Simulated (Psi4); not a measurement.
# Excited-state calculation of CH3AlO

- system: CH3AlO, SMILES [CH3][Al]=[O]
- method: TDDFT (RPBE)/cc-pwCVDZ, RKS (Psi4 1.11)

The geometry comes from this level: PBE0-D4/def2-TZVP.

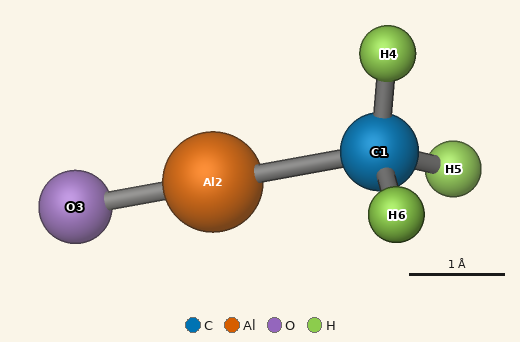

*The structure (ball-and-stick view, seen at a tilt; atoms are numbered from 1 in the order of the input). Sticks mark near contacts.*

Bond lengths as drawn: Al–C 1.93 Å, Al–O 1.60 Å and C–H 1.09 Å.

## Input (job.py)
```python
import psi4

psi4.set_memory(1600000000)
psi4.set_num_threads(1)
psi4.set_output_file('psi4.out', False)

with open('ch3alo.xyz') as f:
    atoms = ''.join(f.readlines()[2:])
geom = psi4.geometry('0 1\n' + atoms + '')

psi4.set_options({
    'basis': 'cc-pwCVDZ',
    'reference': 'rks',
    'save_jk': True,
    'ints_tolerance': 1e-10,
})

from psi4.driver.procrouting.response.scf_response import tdscf_excitations
e, wfn = psi4.energy('rpbe', molecule=geom, return_wfn=True)
states = tdscf_excitations(wfn, states=10, tda=False)
for k, s in enumerate(states, 1):
    print(f"root {k}: {s['EXCITATION ENERGY'] * 27.211386:.4f} eV  f = {s['OSCILLATOR STRENGTH (LEN)']:.4f}  {s['SYMMETRY']}")
print(f'total energy {e:.8f} hartree = {e * 27.211386:.5f} eV')
for k, v in sorted(psi4.core.scalar_variables().items()):
    print(f'{k:45s} {v:18.10f}')
```

## File ch3alo.xyz
```
6
CH3AlO
C     -0.412500     0.498200    -0.315400
Al     0.696700    -0.841400     0.532500
O      1.611700    -1.946300     1.232100
H      0.065200     1.479100    -0.263900
H     -1.383600     0.560900     0.180800
H     -0.577400     0.249400    -1.366100
```

Run as:
```bash
python job.py
```

## The program's output
```
Psi4 1.11 release

   => Loading Basis Set <=

    Name: CC-PWCVDZ
    Role: ORBITAL
    Keyword: BASIS

         ---------------------------------------------------------
                                   SCF
                              RKS Reference
                        1 Threads,   1525 MiB Core
         ---------------------------------------------------------

  ==> Geometry <==

    Molecular point group: c1
    Full point group: C1

    Geometry (in Angstrom), charge = 0, multiplicity = 1:

       Center              X                  Y                   Z               Mass
    ------------   -----------------  -----------------  -----------------  -----------------
         C           -1.062783685352     1.283501906255    -0.812463779301    12.000000000000
         AL           0.046416314648    -0.056098093745     0.035436220699    26.981538530000
         O            0.961416314648    -1.160998093745     0.735036220699    15.994914619570
         H           -0.585083685352     2.264401906255    -0.760963779301     1.007825032230
         H           -2.033883685352     1.346201906255    -0.316263779301     1.007825032230
         H           -1.227683685352     1.034701906255    -1.863163779301     1.007825032230

  Running in c1 symmetry.

  Rotational constants: A =      5.32716  B =      0.16349  C =      0.16349 [cm^-1]
  Rotational constants: A = 159704.10692  B =   4901.19186  C =   4901.18982 [MHz]
  Nuclear repulsion =   83.909553177892164

  Charge       = 0
  Multiplicity = 1
  Electrons    = 30
  Nalpha       = 15
  Nbeta        = 15

  ==> Algorithm <==

  SCF Algorithm Type is DF.
  DIIS enabled.
  MOM disabled.
  Fractional occupation disabled.
  Guess Type is SAD.
  Energy threshold   = 1.00e-06
  Density threshold  = 1.00e-06
  Integral threshold = 1.00e-10

  ==> Primary Basis <==

  Basis Set: CC-PWCVDZ
    Blend: CC-PWCVDZ
    Number of shells: 36
    Number of basis functions: 78
    Number of Cartesian functions: 82
    Spherical Harmonics?: true
    Max angular momentum: 2

  ==> DFT Potential <==

   => LibXC <=

    Version 7.1.2

   => Composite Functional: RPBE <=

    RPBE GGA Exchange-Correlation Functional

    Deriv               =              1
    GGA                 =           TRUE
    Meta                =          FALSE

    Exchange Hybrid     =          FALSE
    MP2 Hybrid          =          FALSE

   => Exchange Functionals <=

    1.0000    XC_GGA_X_RPBE

   => Correlation Functionals <=

    1.0000     XC_GGA_C_PBE

   => LibXC Density Thresholds  <==

    XC_GGA_C_PBE:  1.00E-12
    XC_GGA_X_RPBE:  1.00E-15

   => Molecular Quadrature <=

    Radial Scheme          =       TREUTLER
    Pruning Scheme         =           NONE
    Nuclear Scheme         =       TREUTLER

    Blocking Scheme        =         OCTREE
    BS radius alpha        =              1
    Pruning alpha          =              1
    Radial Points          =             75
    Spherical Points       =            302
    Total Points           =         130713
    Total Blocks           =           1047
    Max Points             =            256
    Max Functions          =             74
    Weights Tolerance      =       1.00E-15

   => Loading Basis Set <=

    Name: (CC-PWCVDZ AUX)
    Role: JKFIT
    Keyword: DF_BASIS_SCF

  ==> Integral Setup <==

  DFHelper Memory: AOs need 0.016 GiB; user supplied 0.891 GiB.
  SCF_SUBTYPE=INCORE selected. In-core MEM_DF algorithm will be used.
  Using in-core AOs.

  ==> MemDFJK: Density-Fitted J/K Matrices <==

    J tasked:                   Yes
    K tasked:                    No
    wK tasked:                   No
    Memory [MiB]:               912
    Algorithm:                 Core
    Schwarz Cutoff:           1E-10
    Mask sparsity (%):       4.1091
    Fitting Condition:        1E-10

   => Auxiliary Basis Set <=

  Basis Set: (CC-PWCVDZ AUX)
    Blend: CC-PVDZ-JKFIT
    Number of shells: 111
    Number of basis functions: 321
    Number of Cartesian functions: 367
    Spherical Harmonics?: true
    Max angular momentum: 3

  Cached 100.0% of DFT collocation blocks in 0.226 [GiB].

  Minimum eigenvalue in the overlap matrix is 1.0533663121E-02.
  Reciprocal condition number of the overlap matrix is 2.0225156200E-03.
    Using symmetric orthogonalization.

  ==> Pre-Iterations <==

  SCF Guess: Superposition of Atomic Densities via on-the-fly atomic UHF (no occupation information).

   -------------------------
    Irrep   Nso     Nmo
   -------------------------
     A         78      78
   -------------------------
    Total      78      78
   -------------------------

  ==> Iterations <==

                           Total Energy        Delta E     RMS |[F,P]|

   @DF-RKS iter SAD:  -356.83400287921182   -3.56834e+02   0.00000e+00
   @DF-RKS iter   1:  -356.83665160799262   -2.64873e-03   1.61930e-02 DIIS/ADIIS
   @DF-RKS iter   2:  -350.44916109297270    6.38749e+00   3.12144e-02 DIIS/ADIIS
   @DF-RKS iter   3:  -356.81046653781300   -6.36131e+00   1.39610e-02 DIIS/ADIIS
   @DF-RKS iter   4:  -357.47889490532435   -6.68428e-01   4.29608e-03 DIIS/ADIIS
   @DF-RKS iter   5:  -357.54480729064159   -6.59124e-02   1.22195e-03 DIIS/ADIIS
   @DF-RKS iter   6:  -357.54820335364184   -3.39606e-03   2.31129e-04 DIIS/ADIIS
   @DF-RKS iter   7:  -357.54833696194100   -1.33608e-04   8.73568e-05 DIIS
   @DF-RKS iter   8:  -357.54835594754741   -1.89856e-05   3.50547e-05 DIIS
   @DF-RKS iter   9:  -357.54835724901346   -1.30147e-06   2.87843e-05 DIIS
   @DF-RKS iter  10:  -357.54835936831580   -2.11930e-06   9.85945e-06 DIIS
   @DF-RKS iter  11:  -357.54835964536204   -2.77046e-07   6.97212e-07 DIIS
  Energy and wave function converged.

  ==> Post-Iterations <==

   Electrons on quadrature grid:
      Ntotal   =   30.0000046786 ; deviation = 4.679e-06

    Orbital Energies [Eh]
    ---------------------

    Doubly Occupied:

       1A    -55.400299     2A    -18.705479     3A     -9.927381
       4A     -3.934926     5A     -2.532497     6A     -2.532497
       7A     -2.524700     8A     -0.771822     9A     -0.655804
      10A     -0.390280    11A     -0.390261    12A     -0.336923
      13A     -0.243827    14A     -0.214680    15A     -0.214680

    Virtual:

      16A     -0.076082    17A     -0.035574    18A     -0.035573
      19A      0.042933    20A      0.075415    21A      0.075428
      22A      0.156757    23A      0.195256    24A      0.206122
      25A      0.206126    26A      0.243397    27A      0.243400
      28A      0.315906    29A      0.315908    30A      0.342471
      31A      0.485940    32A      0.485979    33A      0.529722
      34A      0.580610    35A      0.580632    36A      0.634112
      37A      0.787945    38A      0.956397    39A      0.966460
      40A      0.966476    41A      1.075583    42A      1.098303
      43A      1.098311    44A      1.322438    45A      1.448918
      46A      1.536830    47A      1.536849    48A      1.601217
      49A      1.601276    50A      1.801189    51A      1.869999
      52A      2.012800    53A      2.012802    54A      2.300355
      55A      2.340761    56A      2.340825    57A      2.367992
      58A      2.389155    59A      2.389165    60A      2.579360
      61A      2.579390    62A      2.681453    63A      2.681455
      64A      2.841146    65A      2.892133    66A      2.892134
      67A      2.954867    68A      2.954869    69A      3.401442
      70A      7.736066    71A     10.117743    72A     10.767718
      73A     10.767967    74A     12.796899    75A     17.603457
      76A     17.603458    77A     17.653632    78A     19.845668

    Final Occupation by Irrep:
              A
    DOCC [    15 ]
    NA   [    15 ]
    NB   [    15 ]

  @DF-RKS Final Energy:  -357.54835964536204

   => Energetics <=

    Nuclear Repulsion Energy =             83.9095531778921639
    One-Electron Energy =                -661.0770728321056140
    Two-Electron Energy =                 253.3948525266713432
    DFT Exchange-Correlation Energy =     -33.7756925178198770
    Empirical Dispersion Energy =           0.0000000000000000
    VV10 Nonlocal Energy =                  0.0000000000000000
    Total Energy =                       -357.5483596453620407

Computation Completed

Properties will be evaluated at   0.000000,   0.000000,   0.000000 [a0]

Properties computed using the SCF density matrix

 Multipole Moments:

 ------------------------------------------------------------------------------------
     Multipole            Electronic (a.u.)      Nuclear  (a.u.)        Total (a.u.)
 ------------------------------------------------------------------------------------

 L = 1.  Multiply by 2.5417464519 to convert [e a0] to [Debye]
 Dipole X            :          2.5092298           -3.6445458           -1.1353159
 Dipole Y            :         -3.0303750            4.4012802            1.3709052
 Dipole Z            :          1.9178341           -2.7858595           -0.8680255
 Magnitude           :                                                    1.9803514

 ------------------------------------------------------------------------------------

	total time  =          3 seconds =       0.05 minutes

******************************************************************************************
**********                               WARNING                                **********
**********       The names of excited state variables changed between 1.5       **********
**********     and 1.6. For a quick solution, remove the symmetry specifier     **********
**********   from the variable name. For full details, see 'Notes on Psivars'   **********
**********                        in the documentation.                         **********
******************************************************************************************

         ---------------------------------------------------------
                         TDSCF excitation energies
         ---------------------------------------------------------

  ==> Options <==

     Residual threshold  : 1.0000e-04
     Initial guess       : denominators
     Reference           : RHF
     Solver type         : RPA (Hamiltonian)

  ==> Requested Excitations <==

      10 singlet states with A symmetry

  ==> Seeking the lowest 10 singlet states with A symmetry

                        Generalized Hamiltonian Solver

  ==> Options <==

    Max number of iterations        = 60
    Eigenvector tolerance           = 1.0000e-04
    Max number of expansion vectors = 2000

  => Iterations <=
                              Max[D[value]]     Max[|R|]   # vectors
  HamiltonianSolver iter   1:   2.59751e-01  9.74480e-02     40
  HamiltonianSolver iter   2:   1.75600e-03  3.71893e-02     50
  HamiltonianSolver iter   3:   1.69211e-04  7.59005e-03     68
  HamiltonianSolver iter   4:   6.05499e-06  1.28259e-03     86
  HamiltonianSolver iter   5:   1.44283e-07  3.12171e-04    104
  HamiltonianSolver iter   6:   5.14454e-09  9.59595e-05    114      Converged

******************************************************************************************
**********                               WARNING                                **********
**********  Length-gauge rotatory strengths are **NOT** gauge-origin invariant  **********
******************************************************************************************

                                    Excitation Energy         Total Energy        Oscillator Strength             Rotatory Strength
     #   Sym: GS->ES (Trans)        au              eV              au          au (length)    au (velocity)    au (length)    au (velocity)
    ---- -------------------- --------------- --------------- --------------- --------------- --------------- --------------- ---------------
     1        A->A (1 A)       0.14570         3.96470        -357.40266       0.0425          0.0254         -0.0000         -0.0000
     2        A->A (1 A)       0.14570         3.96471        -357.40266       0.0425          0.0254          0.0000          0.0000
     3        A->A (1 A)       0.17910         4.87367        -357.36926       0.0000          0.0000         -0.0000         -0.0000
     4        A->A (1 A)       0.18011         4.90104        -357.36825       0.0357          0.0581          0.0000          0.0000
     5        A->A (1 A)       0.18345         4.99185        -357.36491       0.0001          0.0000          0.0000         -0.0000
     6        A->A (1 A)       0.18345         4.99186        -357.36491       0.0001          0.0000         -0.0000          0.0000
     7        A->A (1 A)       0.21351         5.80999        -357.33485       0.0048          0.0051         -0.0000          0.0000
     8        A->A (1 A)       0.21351         5.81000        -357.33485       0.0048          0.0051          0.0000         -0.0000
     9        A->A (1 A)       0.25939         7.05835        -357.28897       0.0097          0.0217         -0.0000         -0.0000
     10       A->A (1 A)       0.25939         7.05836        -357.28897       0.0097          0.0217          0.0000          0.0000

Contributing excitations and de-excitations
Only contributions with abs(coeff) > 1.00e-01 will be printed:

Excited State    1 (1 A):   0.14570 au   312.72 nm f = 0.0425
  Sums of squares: Xssq =  1.001463e+00; Yssq =  1.463335e-03; Xssq - Yssq =  1.000000e+00
     14a  ->  16a     0.212341 ( 4.509%)
     15a  ->  16a     0.974612 (94.987%)

Excited State    2 (1 A):   0.14570 au   312.72 nm f = 0.0425
  Sums of squares: Xssq =  1.001463e+00; Yssq =  1.463344e-03; Xssq - Yssq =  1.000000e+00
     14a  ->  16a     0.974612 (94.987%)
     15a  ->  16a    -0.212341 ( 4.509%)

Excited State    3 (1 A):   0.17910 au   254.40 nm f = 0.0000
  Sums of squares: Xssq =  1.000000e+00; Yssq =  9.229935e-08; Xssq - Yssq =  1.000000e+00
     14a  ->  18a    -0.706850 (49.964%)
     15a  ->  17a     0.706999 (49.985%)

Excited State    4 (1 A):   0.18011 au   252.98 nm f = 0.0357
  Sums of squares: Xssq =  1.001669e+00; Yssq =  1.669375e-03; Xssq - Yssq =  1.000000e+00
     13a  ->  16a    -0.869441 (75.593%)
     14a  ->  17a     0.344533 (11.870%)
     15a  ->  18a     0.344509 (11.869%)

Excited State    5 (1 A):   0.18345 au   248.37 nm f = 0.0001
  Sums of squares: Xssq =  1.000278e+00; Yssq =  2.776518e-04; Xssq - Yssq =  1.000000e+00
     14a  ->  17a    -0.702257 (49.316%)
     15a  ->  18a     0.702270 (49.318%)

Excited State    6 (1 A):   0.18345 au   248.37 nm f = 0.0001
  Sums of squares: Xssq =  1.000278e+00; Yssq =  2.776879e-04; Xssq - Yssq =  1.000000e+00
     14a  ->  18a    -0.702337 (49.328%)
     15a  ->  17a    -0.702190 (49.307%)

Excited State    7 (1 A):   0.21351 au   213.40 nm f = 0.0048
  Sums of squares: Xssq =  1.000577e+00; Yssq =  5.768708e-04; Xssq - Yssq =  1.000000e+00
     13a  ->  17a     0.997993 (99.599%)

Excited State    8 (1 A):   0.21351 au   213.40 nm f = 0.0048
  Sums of squares: Xssq =  1.000577e+00; Yssq =  5.768637e-04; Xssq - Yssq =  1.000000e+00
     13a  ->  18a    -0.997993 (99.599%)

Excited State    9 (1 A):   0.25939 au   175.66 nm f = 0.0097
  Sums of squares: Xssq =  1.000194e+00; Yssq =  1.942526e-04; Xssq - Yssq =  1.000000e+00
     15a  ->  19a    -0.992641 (98.534%)

Excited State   10 (1 A):   0.25939 au   175.66 nm f = 0.0097
  Sums of squares: Xssq =  1.000194e+00; Yssq =  1.942783e-04; Xssq - Yssq =  1.000000e+00
     14a  ->  19a     0.992641 (98.534%)

******************************************************************************************
**********                               WARNING                                **********
**********       The names of excited state variables changed between 1.5       **********
**********     and 1.6. For a quick solution, remove the symmetry specifier     **********
**********   from the variable name. For full details, see 'Notes on Psivars'   **********
**********                        in the documentation.                         **********
******************************************************************************************
```

## Standard output
```
root 1: 3.9647 eV  f = 0.0425  A
root 2: 3.9647 eV  f = 0.0425  A
root 3: 4.8737 eV  f = 0.0000  A
root 4: 4.9010 eV  f = 0.0357  A
root 5: 4.9918 eV  f = 0.0001  A
root 6: 4.9919 eV  f = 0.0001  A
root 7: 5.8100 eV  f = 0.0048  A
root 8: 5.8100 eV  f = 0.0048  A
root 9: 7.0584 eV  f = 0.0097  A
root 10: 7.0584 eV  f = 0.0097  A
total energy -357.54835965 hartree = -9729.38643 eV
CURRENT ENERGY                                   -357.5483596454
CURRENT REFERENCE ENERGY                         -357.5483596454
DD SOLVATION ENERGY                                 0.0000000000
DFT FUNCTIONAL TOTAL ENERGY                      -357.5483596454
DFT TOTAL ENERGY                                 -357.5483596454
DFT VV10 ENERGY                                     0.0000000000
DFT XC ENERGY                                     -33.7756925178
GRID ELECTRONS ALPHA                               15.0000023393
GRID ELECTRONS BETA                                15.0000023393
GRID ELECTRONS TOTAL                               30.0000046786
NUCLEAR REPULSION ENERGY                           83.9095531779
ONE-ELECTRON ENERGY                              -661.0770728321
PCM POLARIZATION ENERGY                             0.0000000000
PE ENERGY                                           0.0000000000
SCF ITERATION ENERGY                             -357.5483596454
SCF ITERATIONS                                     11.0000000000
SCF TOTAL ENERGY                                 -357.5483596454
TWO-ELECTRON ENERGY                               253.3948525267
XC GRID RADIAL POINTS                              75.0000000000
XC GRID SPHERICAL POINTS                          302.0000000000
XC GRID TOTAL POINTS                           130713.0000000000
```

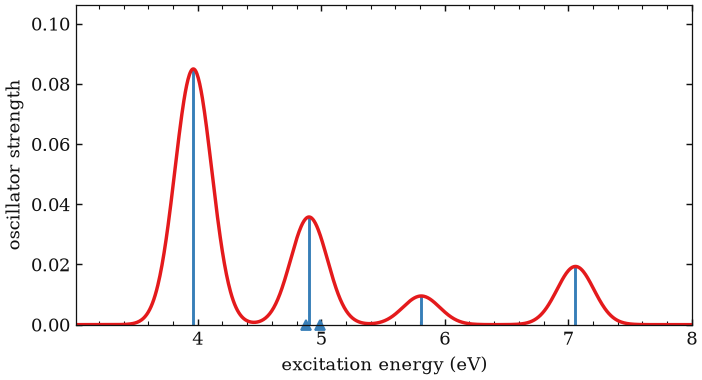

*Computed excitations as sticks (degenerate states added up, dark ones marked on the axis), with a Gaussian envelope of 0.35 eV full width at half maximum, scaled to the tallest.*

Of the 10 states the lowest lies at 3.96 eV (f = 0.042); the strongest line is at 3.96 eV, or 313 nm (f = 0.085, summed over 2 states that lie within 0.004 eV).

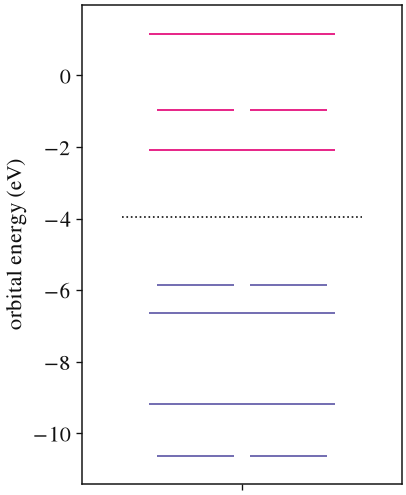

*Orbital energies near the frontier; the dotted line parts filled from empty levels, and levels within 0.02 eV of each other stand side by side.*

Highest filled −5.84 eV, lowest empty −2.07 eV, 3.77 eV apart.

## Summary

```json
{"quantity": "outcome", "value": "converged"}
{"quantity": "total energy", "value": "−357.548360 hartree"}
{"quantity": "basis functions", "value": "78"}
{"quantity": "HOMO", "value": "−5.84 eV"}
{"quantity": "LUMO", "value": "−2.07 eV"}
{"quantity": "dipole moment", "value": "5.03 D"}
{"quantity": "lowest excitation", "value": "3.96 eV"}
{"quantity": "hardware", "value": "1 thread of Intel Xeon (Sapphire Rapids), 16 GiB of memory available, shared host"}
{"quantity": "wall time", "value": "21 s"}
{"quantity": "peak memory", "value": "0.49 GiB"}
```

Settings chosen away from the usual ones: ints_tolerance set to 1e-10.
